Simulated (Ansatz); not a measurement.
# MoO3 (molybdenum trioxide) at wB97M-V/def2-SVPD (core potential)

Aim: the energy change on altering one bond length of MoO3 (molybdenum trioxide) at wB97M-V/def2-SVPD (core potential), from 2 runs. 

Program for the calculation: Ansatz 0.2.0.

3 further runs of the same task are left out: 2 that didn't finish, 1 set aside as unsound or not needed.

### 1 The molecule

MoO3: 4 atoms, total charge 0, spin state singlet. As SMILES, `[O]=[Mo](=[O])=[O]`. Geometry: relaxed at PBE0-D4/def2-TZVP.

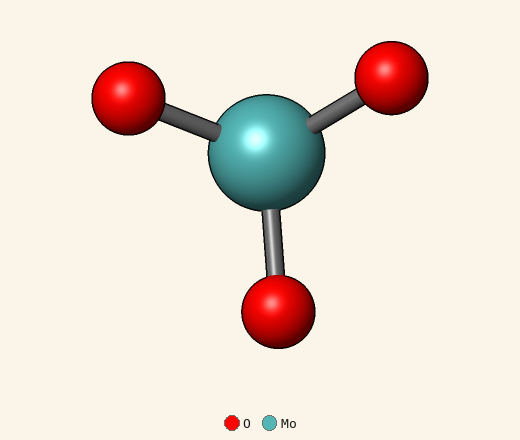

The structure, seen from a chosen angle (oxygen red, molybdenum teal).

### 2 The energy at wB97M-V/def2-SVPD (core potential)

run.yaml

```yaml
crystal:
  periodic: [false, false, false]
  atoms:
    - symbol: O
      position_ang: [-0.968000, -0.149800, 1.262500]
    - symbol: Mo
      position_ang: [-0.138100, -0.336500, -0.200300]
    - symbol: O
      position_ang: [1.507000, -0.607600, 0.088800]
    - symbol: O
      position_ang: [-0.345200, 1.033600, -1.171400]
basis:
  gaussian:
    orbitals: def2-SVPD
hamiltonian:
  xc: {name: wB97M-V}
accuracy: high
output: {orbitals: {seedname: orbitals}}
```

The run is started by

```sh
$ ansatz run run.yaml --threads 1 --pin off --max-ram 3480MiB --events-out events.jsonl --progress --plain --runs-dir runs
```

Standard output:

```text
Warning: RAYON_NUM_THREADS=1 ignored (pool sized by the plan → 1); use --threads N
Functional definition: wB97M-V
  name "wB97M-V"
  parameter omega = 0.3/bohr
  parameter cx = 0.15
  parameter cx01 = 1.007
  parameter cx10 = 0.259
  parameter css00 = 0.443
  parameter css04 = -1.437
  parameter css10 = -4.535
  parameter css20 = -3.390
  parameter css43 = 4.278
  parameter cos00 = 1.000
  parameter cos10 = 1.358
  parameter cos20 = 2.924
  parameter cos21 = -8.812
  parameter cos60 = -1.390
  parameter cos61 = 9.142
  parameter b = 6.0
  parameter c = 0.01
  gx(w, u) = 1 - cx + cx01*u + cx10*w
  gss(w, u) = css00 + css04*u^4 + css10*w + css20*w^2 + css43*w^4*u^3
  gos(w, u) = cos00 + cos10*w + (cos20 + cos21*u)*w^2 + (cos60 + cos61*u)*w^6
  exchange = spin_sum(e_x_unif_sr(omega)*gx(b97_w, b97_u_x)) + cx*exact_x_sr(omega) + exact_x_lr(omega)
  correlation = spin_sum(e_c_pw_mod_same_spin*gss(b97_w, b97_u_same))
      + integral(e_c_pw_mod_opposite_spin*gos(b97_w_opposite, b97_u_opposite)) + vv10(b, c)
2048 factors; integrals over basis functions are off by at most 2.4e-9 eV
439 factors; integrals over basis functions are off by at most 1.7e-9 eV
mean field evaluation 1: about -7966.5914 eV, gradient 1.1e2 eV
mean field evaluation 2: about -7809.0041 eV, gradient 3.0e2 eV
mean field evaluation 4: about -7988.9953 eV, gradient 4.6e0 eV
mean field evaluation 8: about -7989.1362 eV, gradient 8.8e-1 eV
mean field evaluation 16: about -7989.1387 eV, gradient 1.6e-3 eV
mean field evaluation 32: about -7989.1387 eV, gradient 7.2e-8 eV
mean field -7989.13874522 eV, -293.5954336539 hartree, gradient 7.2e-8 eV, S^2 0.000000; 0 other end points of the search recorded, 0 dependent functions left out
reference -7989.13874990 eV, -293.5954338259 hartree; 19, 19 occupied and 84, 84 virtual orbitals, 2048 factors
Total energy: -7989.13874990 eV, -293.5954338259 hartree
```

Wall time 1.9 min (1 thread of Arm Neoverse V1, shared host); peak memory 0.65 GiB.

### 3 The distorted shape

input.yaml

```yaml
crystal:
  periodic: [false, false, false]
  atoms:
    - {symbol: O, position_ang: [-2.284080, 0.067080, 1.031220]}
    - {symbol: Mo, position_ang: [-1.454180, -0.119620, -0.431580]}
    - {symbol: O, position_ang: [1.507000, -0.607600, 0.088800]}
    - {symbol: O, position_ang: [-1.661280, 1.250480, -1.402680]}
basis:
  gaussian:
    orbitals: def2-SVPD
hamiltonian:
  xc: {name: wB97M-V}
accuracy: high
output:
  orbitals: {seedname: orbitals}
```

The run is started by

```sh
$ ansatz run input.yaml --threads 1 --pin off --max-ram 3480MiB --events-out events.jsonl --progress --plain --runs-dir runs
```

Standard output (excerpt; [...] marks lines left out):

```text
Warning: RAYON_NUM_THREADS=1 ignored (pool sized by the plan → 1); use --threads N
[... 2 set-up lines as earlier in the session ...]
[...]
  gx(w, u) = 1 - cx + cx01*u + cx10*w
  gss(w, u) = css00 + css04*u^4 + css10*w + css20*w^2 + css43*w^4*u^3
  gos(w, u) = cos00 + cos10*w + (cos20 + cos21*u)*w^2 + (cos60 + cos61*u)*w^6
[...]
      + integral(e_c_pw_mod_opposite_spin*gos(b97_w_opposite, b97_u_opposite)) + vv10(b, c)
2038 factors; integrals over basis functions are off by at most 2.9e-9 eV
480 factors; integrals over basis functions are off by at most 1.7e-9 eV
[...]
mean field -7981.59423556 eV, -293.3181780379 hartree, gradient 4.0e-8 eV, S^2 0.000000; 6 other end points of the search recorded, 0 dependent functions left out
reference -7981.59424026 eV, -293.3181782107 hartree; 19, 19 occupied and 84, 84 virtual orbitals, 2038 factors
Total energy: -7981.59424026 eV, -293.3181782107 hartree
```

It took 3.4 min on 1 thread of Arm Neoverse V1, shared host; peak memory 0.67 GiB.

### 4 What came out

Level: wB97M-V/def2-SVPD (core potential).

```
                                                          quantity          value
                                         first shape: total energy  -293.59543 Eh
                                          first shape: HOMO energy      -11.59 eV
                                          first shape: LUMO energy       -3.08 eV
                                        first shape: HOMO–LUMO gap        8.51 eV
                                     distorted shape: total energy  -293.31818 Eh
                                      distorted shape: HOMO energy       -9.29 eV
                                      distorted shape: LUMO energy       -3.87 eV
                                    distorted shape: HOMO–LUMO gap        5.42 eV
energy change with the Mo2–O3 bond stretched from 1.692 to 3.046 Å       7.545 eV
```

**Reading.** With the Mo2–O3 bond stretched from 1.692 to 3.046 Å the energy rises by 7.54 eV (728 kJ/mol). The first shape isn't relaxed at this level, so the change isn't measured from a minimum. A restricted reference can't describe the breaking bond well at this length.
